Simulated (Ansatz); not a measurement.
```yaml
crystal:
  lattice:
    - [3.59619, 0.00258, 0.80588]
    - [-0.00287, 3.72338, -0.00061]
    - [-2.12345, -0.00055, 6.56571]
  atoms:
    - { symbol: Hg, position: [0.86060, 0.00000, 0.88440] }
    - { symbol: H, position: [0.50383, 0.50021, 0.18773] }
    - { symbol: H, position: [0.89962, 0.50001, 0.48273] }
    - { symbol: H, position: [0.90492, 0.99998, 0.17608] }
    - { symbol: H, position: [0.35981, 0.00001, 0.86228] }
    - { symbol: H, position: [0.31445, 0.49982, 0.13118] }
    - { symbol: H, position: [0.85857, 0.50000, 0.86785] }
    - { symbol: Pb, position: [0.15502, 0.00001, 0.44451] }
```

Space group Pm; a structure from a database of computed crystals, not necessarily the ambient phase; started from the AlNi6Ge-123 prototype, which need not be the ambient phase; changed on purpose from its base cell (shaken).

These are results of DFT, PBEsol, plane waves, PAW (Ansatz), not measurements.

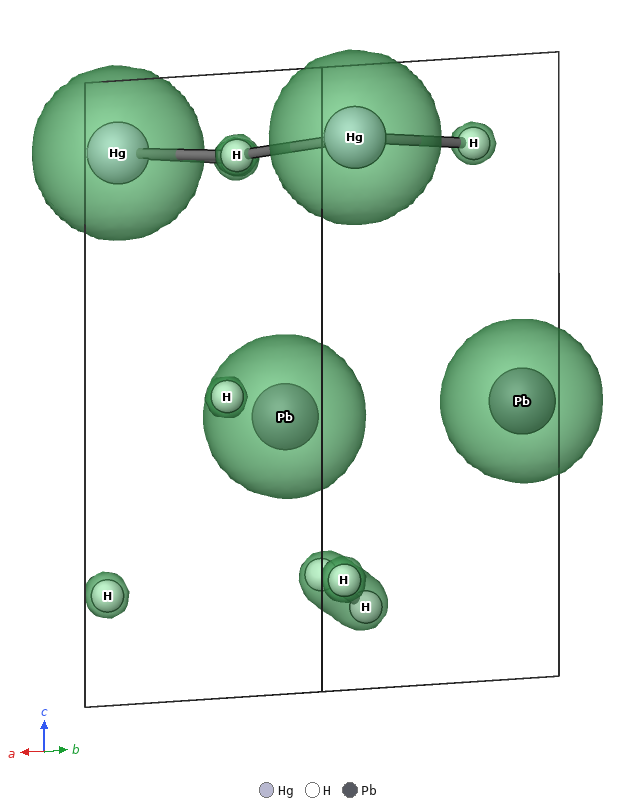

HgH₆Pb. Isosurface of the valence electron density at 1 e/Å³ (green), seen along [110]. Sticks mark near contacts.

In a PAW calculation such maps are meaningful between the atoms, not at the nuclei.

> What does this surface tell about the bonding?

At this value the density breaks into separate islands; it holds about 60 % of the electrons treated as valence (semicore included). It bridges the sampled H–H (0.77 Å) contacts, where the density stays above the isovalue. It is pinched off along the sampled Hg–H (1.84 Å), Pb–H (1.99 Å) and Hg–H (2.00 Å) contacts. On the grid the lowest density along these lines, outside the cores, is 1.7 e/Å³ (H–H, 0.77 Å), 0.61 e/Å³ (Hg–H, 1.84 Å), 0.47 e/Å³ (Pb–H, 1.99 Å) and 0.42 e/Å³ (Hg–H, 2.00 Å).
